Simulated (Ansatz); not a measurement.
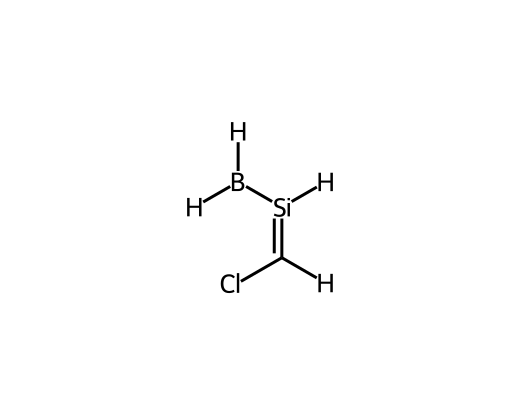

Structural formula above. The computed structure is the end point of a PBE0-D4/def2-TZVP optimisation. No frequency run is at hand to confirm it as a minimum.

What does the molecule look like in three dimensions?

The molecule is CH₄BClSi. SMILES: `B/[SiH]=C\Cl`. It has no ring. Among its groups: C–Cl bond, Si–H bond, B–H bond. This geometry has Cs symmetry. All atoms lie on one plane. Coordination: 1 B trigonal planar; 1 Si trigonal planar; 1 C trigonal planar.

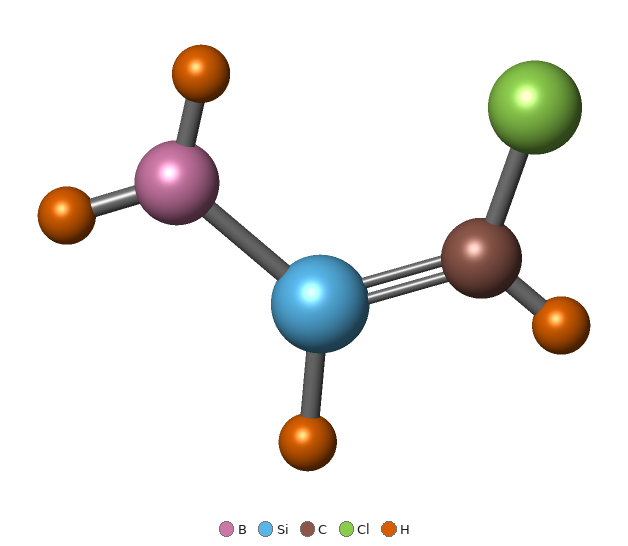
